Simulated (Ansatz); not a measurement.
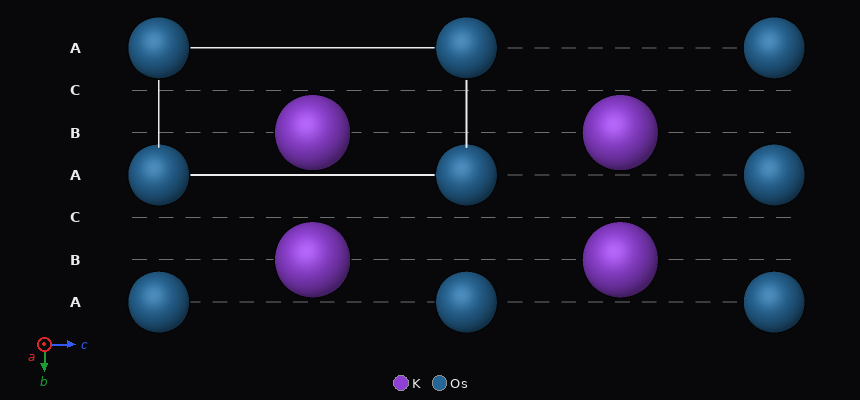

The picture looks along a close-packed row of the hexagonal mesh; c points to the right. The dashed lines mark the three columns A (0, 0), B (1/3, 2/3) and C (2/3, 1/3). The sequence starts with the first layer at or above the cell's origin.

KOs. Coordinates: the end point of a relaxation with Ansatz 0.2.0, DFT PBE, scalar-relativistic, plane waves, PAW; the starting structure was generated, so it need not be a known form of this composition.

> Read off the stacking sequence over one period.

Os(A) – K(B) (two layers in 5.81 Å).
